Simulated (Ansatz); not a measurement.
CH$_{3}$AlF$_{2}$Se (SMILES C[Se][Al]([F])[F])

```xyz
8

C    -0.6041   -0.2361    1.2572
Al    0.8094    0.1645   -1.5452
F     1.7168   -0.1409   -2.8932
F     0.0591    1.6383   -1.4099
Se    0.5544   -1.3572    0.1232
H    -1.5553   -0.7639    1.3965
H    -0.7840    0.7399    0.7916
H    -0.1042   -0.1016    2.2240
```

Geometry: PBE0-D4/def2-SVP.

The calculation used Ansatz 0.2.0, isolated molecule in a Gaussian basis; Kohn-Sham density functional theory, functional PBE0.

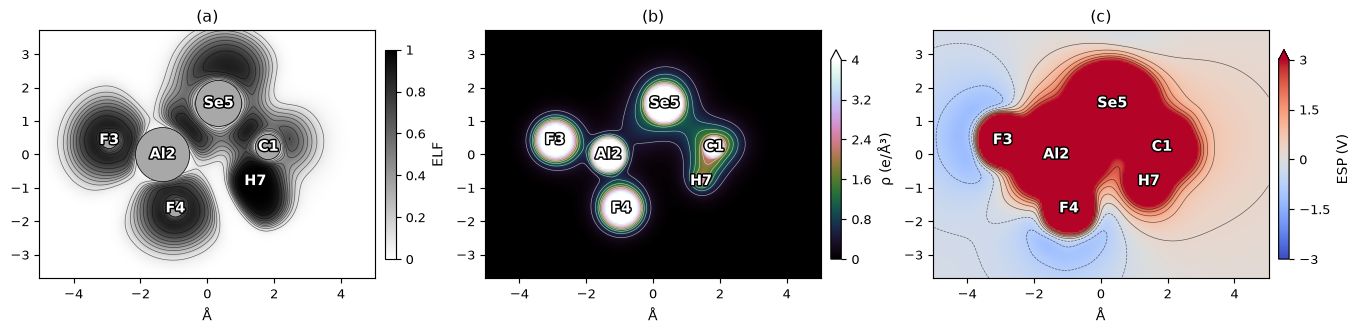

Figure 1. (a) ELF; (b) electron density; (c) molecular electrostatic potential on the plane of atoms F4, Al2 and Se5. Grey discs cover the atomic cores in the ELF map.

**Interpret the plot.**

The plane passes through C, Al, F, Se and H nuclei. Al–F (1.65 Å): ρ is about 0.92 e/Å³ halfway; the ELF peaks at about 0.85 in the valence shell of F, 0.6 Å from its nucleus, and is about 0.40 at the midpoint. C–Se (1.97 Å): ρ at the midpoint is about 0.96 e/Å³; the ELF peaks at about 0.90 between the atoms: localised, covalent bonding. Al–Se (2.27 Å): ρ is about 0.66 e/Å³ halfway; the ELF peaks at about 0.90 in the valence shell of Se, 1.1 Å from its nucleus, and is about 0.90 at the midpoint. C–H (1.10 Å): the density is about 2 e/Å³ at the midpoint; the ELF climbs to about 1 towards the hydrogen, as it does in any bond to H (a covalent bond by its length). The ELF also peaks beside F4, F3 and Se5, away from the bonds: lone-pair regions. Outside the dense part of the molecule the potential is most negative (−1.2 V) near F3.

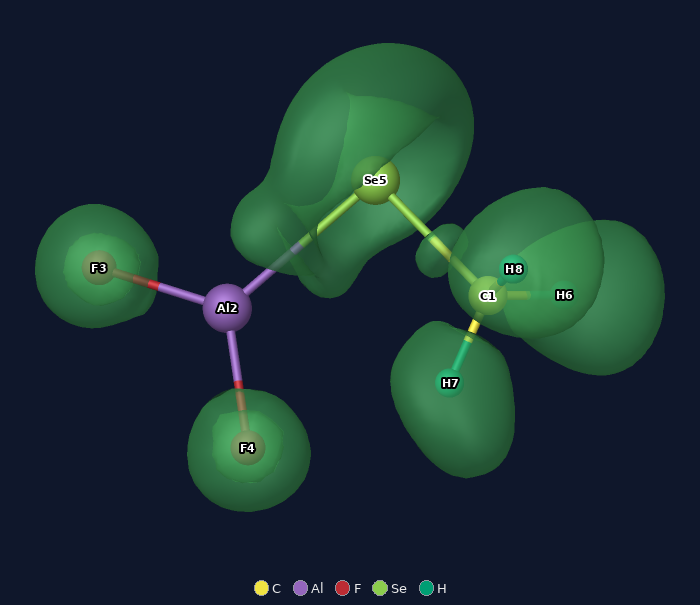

Figure 2. Isosurface of the ELF at 0.8 (green), seen at an oblique angle. Only the valence region is drawn (cores and ρ < 0.01 e/Å³ removed).

**Where are the electrons localised?**

The surface consists of one region between bonded C–Se atoms (shared pairs), three regions around hydrogen nuclei, one region on Se in which the atom's valence shell and bonds are merged and two regions wrapped around F (the valence shell of each).

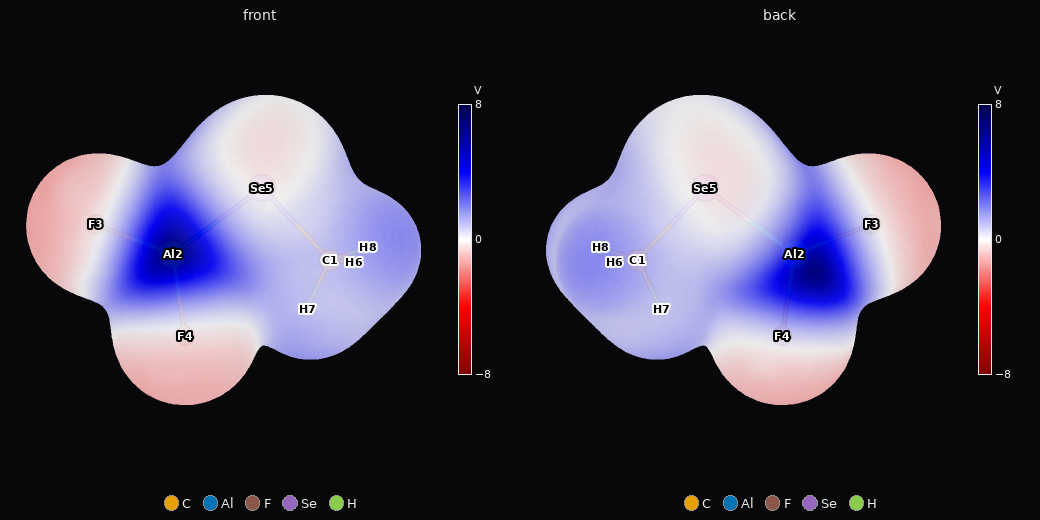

Figure 3. The molecular electrostatic potential painted on the density surface at 0.004 e/bohr³, seen from the front and from behind; the colour scale runs from red (negative) to blue (positive).

**Describe the electrostatic potential map.**

The most negative region (about −1.2 V) lies over F3, the most positive (about +6.6 V) over Al2.

**How polar is the molecule by this calculation?**

Its dipole moment is 2.36 D.

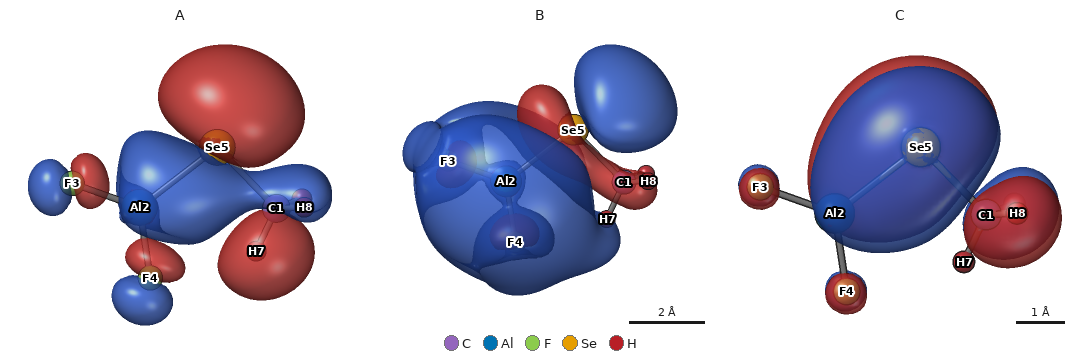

Figure 4. Three frontier orbitals at ±0.04 Å⁻³ᐟ² (blue and red are the two phases), in no order.

**Which picture is the HOMO−1, the HOMO and the LUMO?**

A is the HOMO−1 (−8.83 eV). By Hirshfeld shares it lies mainly on Se5 (about 65 %), Al2 (about 15 %) and C1 (about 10 %); largely a lone pair of Se5. C is the HOMO (−7.36 eV). Its weight (Hirshfeld) is mainly on Se5 (about 80 %); largely a lone pair of Se5. B is the LUMO (−1.30 eV). Its weight (Hirshfeld) is mainly on Al2 (about 60 %), Se5 (about 20 %) and F4 (about 5 %).

**What is the HOMO–LUMO gap?**

6.06 eV between the orbital energies.
